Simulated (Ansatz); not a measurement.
# CH₆BFGeSi: small, medium and large basis sets

How large a basis does CH₆BFGeSi need? Two functionals are run in growing sets.

Computed with Ansatz 0.2.0, Gaussian basis. Level: one geometry, several basis sets.

Plan: PBE0-D4/def2-SVP; ωB97M-V/def2-SVP; PBE0-D4/def2-QZVPP; ωB97M-V/def2-QZVPP; the functionals' def2-TZVPP values are taken from earlier runs.

**1. The relaxed structure**

All runs share one geometry, relaxed beforehand with PBE0-D4 in a triple-zeta def2 set.

SMILES `[F][Ge]1([SiH3])[BH][CH2]1`, 11 atoms, charge 0, spin multiplicity 1.

Atoms are counted from 1 here; the program's logs count them from 0.

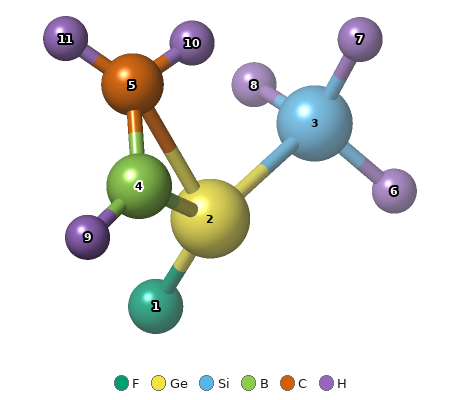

The structure; fluorine teal, germanium yellow, silicon blue, boron green, carbon orange, hydrogen purple; atoms are numbered from 1 in the order of the file.

**2. PBE0-D4 in def2-SVP**

Contents of in.yaml:

```yaml
crystal:
  periodic: [false, false, false]
  atoms:
    - {symbol: F, position_ang: [-2.098743, -1.279574, 0.590377]}
    - {symbol: Ge, position_ang: [-0.903599, -0.000264, 0.496663]}
    - {symbol: Si, position_ang: [1.074659, -1.080471, 1.306776]}
    - {symbol: B, position_ang: [-1.218420, 1.466843, -0.779727]}
    - {symbol: C, position_ang: [0.005552, 1.025530, -1.432548]}
    - {symbol: H, position_ang: [0.852686, -1.416367, 2.735259]}
    - {symbol: H, position_ang: [2.217458, -0.140971, 1.179695]}
    - {symbol: H, position_ang: [1.327194, -2.317400, 0.527165]}
    - {symbol: H, position_ang: [-2.237601, 1.948550, -1.147407]}
    - {symbol: H, position_ang: [0.933485, 0.731780, -0.938336]}
    - {symbol: H, position_ang: [0.112528, 1.005444, -2.517417]}
basis:
  gaussian: {orbitals: def2-SVP}
hamiltonian: {xc: pbe0, dispersion: d4}
output: {orbitals: {seedname: orbitals}}
```

Run with:

```sh
$ ansatz run in.yaml --threads 4 --pin off --events-out ev --progress --plain --max-ram 10444MiB
```

Log:

```text
Functional definition: PBE0
  name "PBE0"
  cite "Adamo & Barone, J. Chem. Phys. 110, 6158 (1999) doi:10.1063/1.478522"
  cite "Perdew, Burke & Ernzerhof, Phys. Rev. Lett. 77, 3865 (1996) doi:10.1103/PhysRevLett.77.3865"
  parent pbe
  parameter a = 0.25
  parameter kappa = 0.804
  parameter beta = 0.06672455060314922
  exchange = (1 - a)*pbe_x(kappa = kappa, mu = beta*pi^2/3) + a*exact_x
  correlation = pbe_c(beta = beta)
1205 factors; integrals over basis functions are off by at most 1.2e-3 eV
mean field evaluation 1: about -68886.5376 eV, gradient 5.7e1 eV
mean field evaluation 2: about -68868.9182 eV, gradient 9.3e1 eV
mean field evaluation 4: about -68894.3851 eV, gradient 9.2e0 eV
mean field evaluation 8: about -68894.6769 eV, gradient 7.4e-1 eV
mean field evaluation 16: about -68894.6787 eV, gradient 2.0e-4 eV
mean field -68894.67871752 eV, -2531.8327443783 hartree, gradient 3.9e-5 eV, S^2 0.000000; 0 other end points of the search recorded, 0 dependent functions left out
reference -68894.67874676 eV, -2531.8327454528 hartree; 36, 36 occupied and 86, 86 virtual orbitals, 1205 factors
Total energy: -68894.89782261 eV, -2531.8407963418 hartree
```

It took 1.1 s on 4 threads of Intel Xeon Platinum 8488C, shared host; peak memory 0.47 GiB.

**3. ωB97M-V in def2-SVP**

Changes to in.yaml since step 2:

```diff
@@ -16,3 +16,3 @@
   gaussian: {orbitals: def2-SVP}
-hamiltonian: {xc: pbe0, dispersion: d4}
+hamiltonian: {xc: {name: wB97M-V}}
 output: {orbitals: {seedname: orbitals}}
```

Launched as before.

Log (excerpt; [...] marks lines left out):

```text
Functional definition: wB97M-V
  name "wB97M-V"
  cite "Mardirossian & Head-Gordon, J. Chem. Phys. 144, 214110 (2016) doi:10.1063/1.4952647"
  cite "Becke, J. Chem. Phys. 107, 8554 (1997) doi:10.1063/1.475007"
  cite "Vydrov & Van Voorhis, J. Chem. Phys. 133, 244103 (2010) doi:10.1063/1.3521275"
  # Of w^i u^j: cxij and so on, Table III.
[...]
  gx(w, u) = 1 - cx + cx01*u + cx10*w
  gss(w, u) = css00 + css04*u^4 + css10*w + css20*w^2 + css43*w^4*u^3
  gos(w, u) = cos00 + cos10*w + (cos20 + cos21*u)*w^2 + (cos60 + cos61*u)*w^6
[...]
      + integral(e_c_pw_mod_opposite_spin*gos(b97_w_opposite, b97_u_opposite)) + vv10(b, c)
1205 factors; integrals over basis functions are off by at most 1.2e-3 eV
367 factors; integrals over basis functions are off by at most 8.8e-6 eV
[...]
mean field -68904.29743515 eV, -2532.1862257314 hartree, gradient 6.8e-5 eV, S^2 0.000000; 0 other end points of the search recorded, 0 dependent functions left out
reference -68904.29748189 eV, -2532.1862274492 hartree; 36, 36 occupied and 86, 86 virtual orbitals, 1205 factors
Total energy: -68904.29748189 eV, -2532.1862274492 hartree
```

Wall time 3.6 s (4 threads of Intel Xeon Platinum 8488C, shared host); peak memory 0.47 GiB.

**4. PBE0-D4 in def2-QZVPP**

Changes to in.yaml since step 3:

```diff
@@ -15,4 +15,4 @@
 basis:
-  gaussian: {orbitals: def2-SVP}
-hamiltonian: {xc: {name: wB97M-V}}
+  gaussian: {orbitals: "def2-QZVPP.json"}
+hamiltonian: {xc: pbe0, dispersion: d4}
 output: {orbitals: {seedname: orbitals}}
```

Same command.

Log:

```text
Functional definition: PBE0
  name "PBE0"
  cite "Adamo & Barone, J. Chem. Phys. 110, 6158 (1999) doi:10.1063/1.478522"
  cite "Perdew, Burke & Ernzerhof, Phys. Rev. Lett. 77, 3865 (1996) doi:10.1103/PhysRevLett.77.3865"
  parent pbe
  parameter a = 0.25
  parameter kappa = 0.804
  parameter beta = 0.06672455060314922
  exchange = (1 - a)*pbe_x(kappa = kappa, mu = beta*pi^2/3) + a*exact_x
  correlation = pbe_c(beta = beta)
1864 factors; their error is unknown
mean field evaluation 1: about -68900.7098 eV, gradient 7.0e1 eV
mean field evaluation 2: about -68873.7613 eV, gradient 1.2e2 eV
mean field evaluation 4: about -68911.2928 eV, gradient 1.3e1 eV
mean field evaluation 8: about -68911.5975 eV, gradient 3.6e-1 eV
mean field evaluation 16: about -68911.7451 eV, gradient 4.2e-4 eV
mean field -68911.74510686 eV, -2532.4599226186 hartree, gradient 3.1e-5 eV, S^2 0.000000; 0 other end points of the search recorded, 0 dependent functions left out
reference -68911.74515257 eV, -2532.4599242983 hartree; 36, 36 occupied and 474, 474 virtual orbitals, 1864 factors
Total energy: -68911.96422842 eV, -2532.4679751872 hartree
```

Run time: 11 s. Hardware: 4 threads of Intel Xeon Platinum 8488C, shared host; peak memory 2.3 GiB.

**5. ωB97M-V in def2-QZVPP**

Changes to in.yaml since step 4:

```diff
@@ -16,3 +16,3 @@
   gaussian: {orbitals: "def2-QZVPP.json"}
-hamiltonian: {xc: pbe0, dispersion: d4}
+hamiltonian: {xc: {name: wB97M-V}}
 output: {orbitals: {seedname: orbitals}}
```

The command is unchanged.

Log (excerpt; [...] marks lines left out):

```text
Functional definition: wB97M-V
  name "wB97M-V"
  cite "Mardirossian & Head-Gordon, J. Chem. Phys. 144, 214110 (2016) doi:10.1063/1.4952647"
  cite "Becke, J. Chem. Phys. 107, 8554 (1997) doi:10.1063/1.475007"
  cite "Vydrov & Van Voorhis, J. Chem. Phys. 133, 244103 (2010) doi:10.1063/1.3521275"
  # Of w^i u^j: cxij and so on, Table III.
[...]
  gx(w, u) = 1 - cx + cx01*u + cx10*w
  gss(w, u) = css00 + css04*u^4 + css10*w + css20*w^2 + css43*w^4*u^3
  gos(w, u) = cos00 + cos10*w + (cos20 + cos21*u)*w^2 + (cos60 + cos61*u)*w^6
[...]
      + integral(e_c_pw_mod_opposite_spin*gos(b97_w_opposite, b97_u_opposite)) + vv10(b, c)
1832 factors; their error is unknown
430 factors; integrals over basis functions are off by at most 1.0e-5 eV
[...]
mean field -68921.50640523 eV, -2532.8186437172 hartree, gradient 6.2e-5 eV, S^2 0.000000; 0 other end points of the search recorded, 0 dependent functions left out
reference -68921.50647991 eV, -2532.8186464616 hartree; 36, 36 occupied and 474, 474 virtual orbitals, 1832 factors
Total energy: -68921.50647991 eV, -2532.8186464616 hartree
```

It took 21 s on 4 threads of Intel Xeon Platinum 8488C, shared host; peak memory 2.7 GiB.

**6. Functionals by basis**

The def2-TZVPP values come from earlier runs at the same geometry.

| functional | basis | functions | energy (eV) | from the largest (eV) | HOMO (eV) | LUMO (eV) |
| --- | --- | --- | --- | --- | --- | --- |
| PBE0-D4 | def2-SVP | 122 | -68894.8978 | 17.066 | -7.03 | -1.72 |
| PBE0-D4 | def2-TZVPP | 267 | -68910.2150 | 1.749 | -7.07 | -1.81 |
| PBE0-D4 | def2-QZVPP | 510 | -68911.9642 | 0.000 | -7.09 | -1.85 |
| ωB97M-V | def2-SVP | 122 | -68904.2975 | 17.209 | -9.01 | 0.17 |
| ωB97M-V | def2-TZVPP | 267 | -68919.8282 | 1.678 | -9.07 | 0.03 |
| ωB97M-V | def2-QZVPP | 510 | -68921.5065 | 0.000 | -9.09 | -0.06 |

**7. Summary of results**

```
                                       quantity           value
PBE0-D4: double and triple zeta above quadruple  17.07, 1.75 eV
ωB97M-V: double and triple zeta above quadruple  17.21, 1.68 eV
```

For PBE0-D4 the step from double to triple zeta gains 15.32 eV and the next only 1.75 eV. These are total energies; as a rule much of such shifts cancels in differences, which this series doesn't test.

For PBE0-D4 the largest set took about 10 times as long as the smallest (11 s against 1.1 s).
